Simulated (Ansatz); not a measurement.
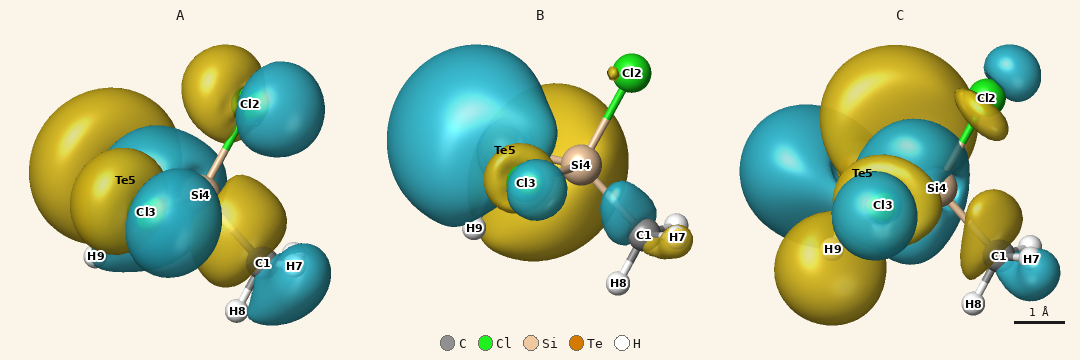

Figure. CH4Cl2SiTe (SMILES C[Si](Cl)(Cl)[TeH]). Three frontier orbitals at ±0.06 Å⁻³ᐟ² (yellow and cyan are the two phases), in no order.

Geometry: B3LYP-D3(BJ)/def2-SVP; core potentials replace the inner electrons of Te.

Theory: isolated molecule in a Gaussian basis; Kohn-Sham density functional theory, functional PBE0 (Ansatz 0.2.0).

```xyz
9

C    -1.2587    0.2797   -2.4536
Cl    1.2005    0.2243   -0.3729
Cl   -0.8170   -2.4433   -0.8478
Si   -0.7491   -0.3677   -0.7820
Te   -2.1105    0.5383    1.1239
H    -1.1861    1.3775   -2.4696
H    -0.6027   -0.1401   -3.2324
H    -2.2979   -0.0127   -2.6700
H    -3.4953   -0.1561    0.4913
```

**Order the three orbitals by energy and name them.**

A is the HOMO−1 (−8.43 eV). It lies mainly on Te5 (about 45 %), Cl3 (about 15 %), Si4 (about 15 %), Cl2 (about 10 %) and C1 (about 10 %). B is the HOMO (−6.81 eV). By Hirshfeld shares it lies mainly on Te5 (about 85 %). C is the LUMO (−1.20 eV). By Hirshfeld shares it lies mainly on Te5 (about 55 %), Si4 (about 20 %), H9 (about 10 %) and Cl3 (about 10 %).

**What is the HOMO–LUMO gap?**

5.61 eV between the orbital energies.
